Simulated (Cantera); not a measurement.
Feed: 1 mol SiCl₄, 2.4 mol Cl₂, 7.5 mol H₂, at 9.40 bar.

Cantera equilibrium calculation (NASA polynomials, part measured and part estimated; ideal gas, pure solids and liquids). Candidate condensed phases: Si; 19 gas species. The tables' values for SiCl₃ are old estimates; treat these amounts as uncertain. Kinetics and transport are ignored.

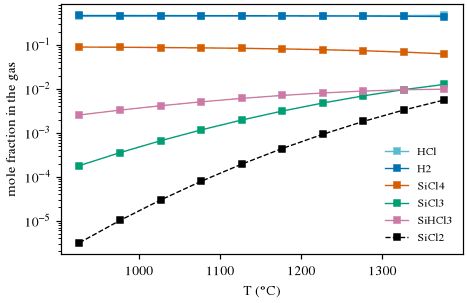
Figure: Equilibrium gas composition (values under 1e-9 drawn at 1e-9)

From 927 °C to 1377 °C nothing is condensed. The main Si-bearing gas is SiCl₄ throughout.
